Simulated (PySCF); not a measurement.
SMILES Cl[SiH2]C[SiH3] at its CAM-B3LYP/def2-SVP optimised geometry (Å):

```
11

Si     0.9070    -1.0086    -0.2642
C      0.0449     0.6491     0.0000
Si    -1.8209     0.6491     0.0000
Cl    -2.5232    -0.2995    -1.7087
H      0.7364    -1.4731    -1.6658
H      0.3407    -2.0319     0.6588
H      2.3625    -0.8682     0.0203
H      0.4017     1.3544    -0.7688
H      0.3661     1.0571     0.9747
H     -2.3466    -0.0921     1.1747
H     -2.3625     2.0319     0.0000
```

Method: CAM-B3LYP/def2-TZVP (PySCF 2.14.0). Cells within 0.4 Å of a nucleus heavier than hydrogen are left out (blank, or x).

Map of the HOMO−1 amplitude (bohr^(-3/2)) on the plane z = 0.0 Å; orbital energy -10.20 eV, overall sign arbitrary:

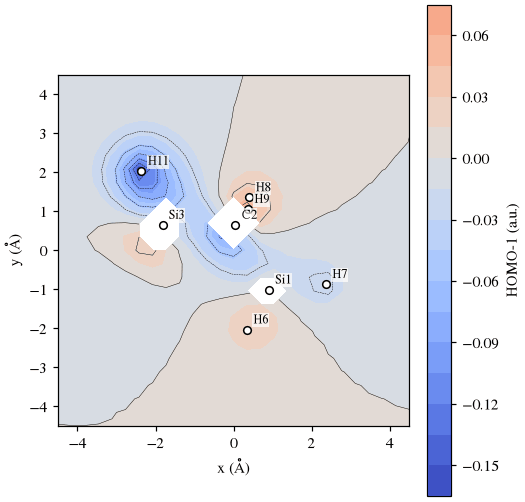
*HOMO−1 amplitude (bohr^(-3/2)) on the plane z = 0.0 Å.*
